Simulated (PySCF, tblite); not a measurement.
# C2H6O3Si, a small molecule taken as a stand-in for a surface group (hydroxylated Si): NMR shifts, core binding energies and electronic excitations, part 2 of 2

tblite 0.8.0 and PySCF 2.14.0. Atoms count from 0, parts from 1.

## 5. X-ray photoelectron lines: SCAN, X2C

What the job is given:

```
{"job": {"kind": "xps", "holes": 5}, "charge": 0, "multiplicity": 1}
O      0.600170    -1.330448    -1.537476
Si     0.571173    -0.381219    -0.183667
O      2.111670     0.199835     0.014183
O      0.182106    -1.250443     1.180311
C     -0.686994     0.953161    -0.418127
C     -1.682821     1.145641     0.454899
H      1.461940    -1.707897    -1.740781
H      2.372605     0.400904     0.917495
H     -0.250610    -2.095159     1.027720
H     -0.609746     1.619420    -1.286874
H     -1.792151     0.502600     1.335242
H     -2.424958     1.942396     0.331567
```

Level: delta-SCF UKS SCAN, pcX-2 on the ionised atom, pcseg-1 elsewhere, spin-free X2C.

Standard output:

```text
ground state, core basis on atom 0 (O), 149 functions
  cycle   1  E = -595.42763049  |g| = 1.21e+00
  cycle   2  E = -594.95844984  |g| = 1.99e+00
  cycle   3  E = -595.68891342  |g| = 1.70e-01
  cycle   4  E = -595.69466030  |g| = 6.86e-02
  cycle   5  E = -595.69560622  |g| = 2.56e-02
  cycle   6  E = -595.69571155  |g| = 1.04e-02
  cycle   7  E = -595.69573694  |g| = 3.30e-03
  cycle   8  E = -595.69573854  |g| = 1.58e-03
  cycle   9  E = -595.69573822  |g| = 1.29e-04
  E(ground) = -595.73931494 Eh
hole in O 1s of atom 0
  cycle   1  E = -575.09309586  |g| = 2.22e+00
  cycle   2  E = -572.87674715  |g| = 2.55e+00
  cycle   3  E = -575.52947258  |g| = 8.41e-01
  cycle   4  E = -575.85928952  |g| = 2.88e-01
  cycle   5  E = -575.88836461  |g| = 1.63e-01
  cycle   6  E = -575.89712167  |g| = 8.26e-02
  cycle   7  E = -575.89991641  |g| = 1.27e-02
  cycle   8  E = -575.89995264  |g| = 9.89e-03
  cycle   9  E = -575.90000186  |g| = 1.89e-03
  cycle  10  E = -575.90000271  |g| = 9.96e-04
  cycle  11  E = -575.90000302  |g| = 4.56e-04
  E(ion) = -575.94470356 Eh   <S^2> = 0.7615   hole on atom = 1.000   binding energy = 538.639 eV
ground state, core basis on atom 1 (Si), 160 functions
  cycle   1  E = -595.78003790  |g| = 3.00e-01
  cycle   2  E = -595.77844811  |g| = 1.33e-01
  cycle   3  E = -595.77767560  |g| = 1.42e-01
  cycle   4  E = -595.78138022  |g| = 2.28e-02
  cycle   5  E = -595.78147607  |g| = 5.88e-03
  cycle   6  E = -595.78148557  |g| = 1.23e-03
  cycle   7  E = -595.78148633  |g| = 3.63e-04
  E(ground) = -595.78669872 Eh
hole in Si 2p of atom 1
  cycle   1  E = -591.48700229  |g| = 1.25e+00
  cycle   2  E = -591.21108175  |g| = 1.28e+00
  cycle   3  E = -591.68372063  |g| = 4.83e-01
  cycle   4  E = -591.78501857  |g| = 1.69e-01
  cycle   5  E = -591.79690878  |g| = 7.04e-02
  cycle   6  E = -591.79927107  |g| = 2.82e-02
  cycle   7  E = -591.79962901  |g| = 7.77e-03
  cycle   8  E = -591.79964520  |g| = 4.47e-03
  cycle   9  E = -591.79965425  |g| = 1.11e-03
  cycle  10  E = -591.79965590  |g| = 5.37e-04
  cycle  11  E = -591.79965744  |g| = 1.44e-04
  E(ion) = -591.81551580 Eh   <S^2> = 0.7517   hole on atom = 1.003   binding energy = 108.061 eV
  2p3/2 = 107.899 eV   2p1/2 = 108.527 eV
ground state, core basis on atom 2 (O), 149 functions
  cycle   1  E = -595.69398899  |g| = 1.02e-01
  cycle   2  E = -595.69327031  |g| = 7.92e-02
  cycle   3  E = -595.69380730  |g| = 5.80e-02
  cycle   4  E = -595.69439350  |g| = 6.22e-03
  cycle   5  E = -595.69439963  |g| = 2.02e-03
  cycle   6  E = -595.69440125  |g| = 5.35e-04
  cycle   7  E = -595.69440132  |g| = 1.67e-04
  E(ground) = -595.73903044 Eh
hole in O 1s of atom 2
  cycle   1  E = -575.09062407  |g| = 2.22e+00
  cycle   2  E = -573.21182150  |g| = 2.56e+00
  cycle   3  E = -575.61151406  |g| = 7.45e-01
  cycle   4  E = -575.85183478  |g| = 3.08e-01
  cycle   5  E = -575.89510008  |g| = 1.17e-01
  cycle   6  E = -575.89867034  |g| = 6.76e-02
  cycle   7  E = -575.90044469  |g| = 9.22e-03
  cycle   8  E = -575.90048329  |g| = 2.94e-03
  cycle   9  E = -575.90048522  |g| = 2.48e-03
  cycle  10  E = -575.90048919  |g| = 8.52e-04
  cycle  11  E = -575.90048839  |g| = 2.21e-04
  E(ion) = -575.94655444 Eh   <S^2> = 0.7613   hole on atom = 1.000   binding energy = 538.581 eV
ground state, core basis on atom 3 (O), 149 functions
  cycle   1  E = -595.69333328  |g| = 1.22e-01
  cycle   2  E = -595.69039917  |g| = 1.51e-01
  cycle   3  E = -595.69423767  |g| = 4.11e-02
  cycle   4  E = -595.69453821  |g| = 6.70e-03
  cycle   5  E = -595.69454661  |g| = 2.28e-03
  cycle   6  E = -595.69454775  |g| = 5.20e-04
  cycle   7  E = -595.69454773  |g| = 1.37e-04
  E(ground) = -595.73883902 Eh
hole in O 1s of atom 3
  cycle   1  E = -575.09131707  |g| = 2.22e+00
  cycle   2  E = -573.87030623  |g| = 2.42e+00
  cycle   3  E = -575.71006745  |g| = 6.42e-01
  cycle   4  E = -575.84902203  |g| = 3.29e-01
  cycle   5  E = -575.89353553  |g| = 1.19e-01
  cycle   6  E = -575.89771484  |g| = 5.81e-02
  cycle   7  E = -575.89946650  |g| = 1.37e-02
  cycle   8  E = -575.89952908  |g| = 9.02e-03
  cycle   9  E = -575.89957301  |g| = 1.58e-03
  cycle  10  E = -575.89957301  |g| = 7.97e-04
  cycle  11  E = -575.89957254  |g| = 4.78e-04
  E(ion) = -575.94449006 Eh   <S^2> = 0.7614   hole on atom = 1.000   binding energy = 538.632 eV
ground state, core basis on atom 4 (C), 149 functions
  cycle   1  E = -595.66332435  |g| = 8.50e-02
  cycle   2  E = -595.66171108  |g| = 1.13e-01
  cycle   3  E = -595.66402176  |g| = 2.12e-02
  cycle   4  E = -595.66409514  |g| = 8.03e-03
  cycle   5  E = -595.66410698  |g| = 1.41e-03
  cycle   6  E = -595.66410887  |g| = 5.57e-04
  cycle   7  E = -595.66410806  |g| = 1.42e-04
  E(ground) = -595.71129683 Eh
hole in C 1s of atom 4
  cycle   1  E = -584.42531885  |g| = 1.51e+00
  cycle   2  E = -583.56009580  |g| = 1.92e+00
  cycle   3  E = -584.89747400  |g| = 4.93e-01
  cycle   4  E = -584.96477737  |g| = 3.01e-01
  cycle   5  E = -584.99936844  |g| = 6.77e-02
  cycle   6  E = -585.00072269  |g| = 3.46e-02
  cycle   7  E = -585.00129526  |g| = 9.65e-03
  cycle   8  E = -585.00141537  |g| = 4.53e-03
  cycle   9  E = -585.00146129  |g| = 4.43e-03
  cycle  10  E = -585.00148649  |g| = 1.92e-03
  cycle  11  E = -585.00149385  |g| = 8.83e-04
  cycle  12  E = -585.00149448  |g| = 6.65e-04
  cycle  13  E = -585.00149546  |g| = 2.73e-04
  E(ion) = -585.04772547 Eh   <S^2> = 0.8035   hole on atom = 1.000   binding energy = 290.171 eV
```

It took 41 s on 1 thread of Arm Neoverse V1, shared host; peak memory 0.54 GiB.

The holes in one table. −ε is the ground-state orbital energy:

```csv
hole,stands for,environment,ΔSCF (eV; 2p as the shell's mean),−ε (eV),⟨S²⟩
O1s on O0,O0,"oxygen bonded to Si, H",538.64,516.6,0.761
Si2p on Si1,Si1,"silicon bonded to C, 3 O",108.11,97.0,0.752
O1s on O2,O2,"oxygen bonded to Si, H",538.58,516.6,0.761
O1s on O3,O3,"oxygen bonded to Si, H",538.63,516.6,0.761
C1s on C4,C4,"carbon bonded to C, Si, H",290.17,273.5,0.804
```

With the spin-orbit splitting: Si1 2p3/2 107.90, 2p1/2 108.53 eV. The table gives each 2p level as the mean over the whole 2p shell (two parts 2p3/2, one part 2p1/2), which differs a little from the single hole in the log.

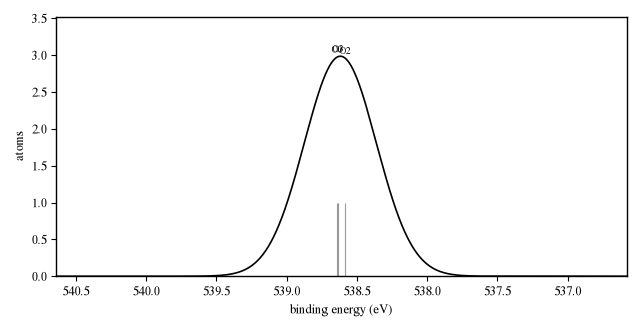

The O1s photoelectron lines, weighted by the number of atoms. Lines are broadened to a width of 0.60 eV (Gaussian).

## 6. TDDFT and polarisability: CAM-B3LYP/def2-SVPD

Same as in step 5 but for these lines:

```diff
@@ -1,2 +1,2 @@
-{"job": {"kind": "xps", "holes": 5}, "charge": 0, "multiplicity": 1}
+{"job": {"kind": "uv", "xc": "CAM-B3LYP", "basis": "def2-SVPD", "nstates": 6, "ntriplets": 2, "ip": true}, "charge": 0, "multiplicity": 1}
 O      0.600170    -1.330448    -1.537476
```

Level: TDDFT CAM-B3LYP/def2-SVPD, vertical, gas phase, core orbitals frozen in the response.

Standard output:

```text
coarse grid: 10776 points
cycle   1  E = -594.3978432880  dE =  7.214e-01  |g| = 1.063e+00  |ddm| = 4.911e+00
cycle   2  E = -594.2992477415  dE =  9.860e-02  |g| = 1.319e+00  |ddm| = 3.195e+00
cycle   3  E = -594.6114659495  dE = -3.122e-01  |g| = 6.176e-02  |ddm| = 1.628e+00
cycle   4  E = -594.6122164523  dE = -7.505e-04  |g| = 2.524e-02  |ddm| = 1.295e-01
cycle   5  E = -594.6123781830  dE = -1.617e-04  |g| = 6.962e-03  |ddm| = 4.311e-02
cycle   6  E = -594.6123880344  dE = -9.851e-06  |g| = 2.826e-03  |ddm| = 1.311e-02
final grid: 100200 points
cycle   7  E = -594.7164321409  dE = -2.275e-05  |g| = 3.928e-03  |ddm| = 4.476e-02
cycle   8  E = -594.7164304005  dE =  1.740e-06  |g| = 4.984e-03  |ddm| = 1.028e-02
cycle   9  E = -594.7164356173  dE = -5.217e-06  |g| = 2.797e-04  |ddm| = 5.120e-03
cycle  10  E = -594.7164356339  dE = -1.663e-08  |g| = 1.393e-04  |ddm| = 5.692e-04
cycle  11  E = -594.7164356386  dE = -4.731e-09  |g| = 3.894e-05  |ddm| = 2.119e-04
cycle  12  E = -594.7164356390  dE = -3.320e-10  |g| = 1.187e-05  |ddm| = 6.752e-05
converged SCF energy = -594.7164356390

Static polarisability (au): isotropic 59.380, principal 50.768 55.720 71.651

Singlet excitations
state   eV       nm        f      main configurations
  1   6.8077    182.1   0.00526   H-1->L+1 0.80
  2   7.2957    169.9   0.36055   H->L+1 0.65, H->L 0.26
  3   7.4424    166.6   0.05284   H->L 0.57, H->L+1 0.26
  4   7.9090    156.8   0.05769   H-1->L 0.73
  5   8.0361    154.3   0.06550   H-2->L 0.64
  6   8.1270    152.6   0.03291   H-3->L 0.22, H->L+2 0.20, H->L+4 0.14

Triplet excitations (Tamm-Dancoff, eV): 4.2377 6.2161
Vertical ionisation energy (delta-SCF) = 10.4088 eV
```

It took 1.8 min on 1 thread of Arm Neoverse V1, shared host; peak memory 0.9 GiB.

Frontier orbitals and where they lie:

```csv
orbital,eV,atoms
HOMO−3,-11.03,"O0 45 %, O2 29 %, O3 10 %"
HOMO−2,-10.82,"O3 54 %, O2 20 %, O0 13 %"
HOMO−1,-10.19,"C4 25 %, O2 14 %, O3 13 %"
HOMO,-9.44,"C4 40 %, C5 38 %, O2 5 %"
LUMO,0.58,"Si1 32 %, O3 13 %, O2 13 %"
LUMO+1,0.63,"C5 34 %, C4 28 %, Si1 9 %"
LUMO+2,1.62,"O3 23 %, O0 14 %, O2 13 %"
```

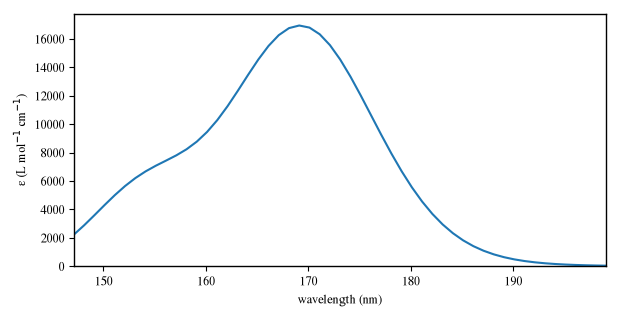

Absorption spectrum: each of the 6 states is a Gaussian band of 0.4 eV half-width at 1/e. Beyond the last state computed it falls off for lack of states.

Further results of this job:

| property | computed |
| --- | --- |
| dipole moment (D) | 0.92 |
| polarisability (Å³) | 8.80 |
| HOMO–LUMO gap (eV) | 10.02 |
| −ε(HOMO) (eV) | 9.44 |

## 7. Results

The summary covers parts 1 to 2.

```
                                                    quantity                                   value
                                                 point group                                      C1
                        rotational constants (main isotopes)                    3.87, 2.17, 2.11 GHz
                      ¹³C shifts against TMS (PBE0/pcSseg-2)                        151.3, 143.1 ppm
                       ¹H shifts against TMS (PBE0/pcSseg-2)  6.61, 6.51, 6.38, 1.72, 1.57, 1.51 ppm
                      ¹⁷O shifts against H2O (PBE0/pcSseg-2)                    58.8, 56.1, 53.0 ppm
                     ²⁹Si shifts against TMS (PBE0/pcSseg-2)                               -42.6 ppm
                       surface potential, least and greatest                      -1.34 V and 2.47 V
                            O1s binding energies, SCAN/pcX-2      O0 538.64, O3 538.63, O2 538.58 eV
                           Si2p binding energies, SCAN/pcX-2                           Si1 108.11 eV
C1s binding energies, SCAN/pcX-2 (standing for 1 of 2 atoms)                            C4 290.17 eV
                        lowest singlet (CAM-B3LYP/def2-SVPD)             6.81 eV (182 nm), f = 0.005
                    brightest single state of those computed             state 2, 7.30 eV, f = 0.361
                                              lowest triplet                                 4.24 eV
                           vertical ionisation energy (ΔSCF)                                10.41 eV
```

In words: Over 17 steps the energy fell by 0.191 eV; of the close pairs, Si1–O3 changed most, 1.610 to 1.664 Å (PBE0/def2-SVP). No frequency check was run at this level, so the end point may be a saddle. By nearest atom (PBE0/pcSseg-2), the HOMO sits on C4, C5 about 39 % each and the LUMO on C4, C5 about 29 % each; H10, H11 about 10 % each. The O1s levels computed lie within 0.06 eV of one another, too close to rank. The first singlet state (HOMO−1→LUMO+1 0.80) lies at 6.81 eV and is weak; of the 6 states computed, the strongest absorption comes from state 2 at 7.30 eV. The lowest triplet lies 2.57 eV below the lowest singlet (triplets in Tamm-Dancoff, singlets in full TDDFT). ΔSCF puts the ionisation energy at 10.41 eV, 0.97 eV above −ε(HOMO). A capped cluster stands for the solid here, so long-range fields and strain are missing, and bands or shifts of the capping hydrogens have no counterpart in it.
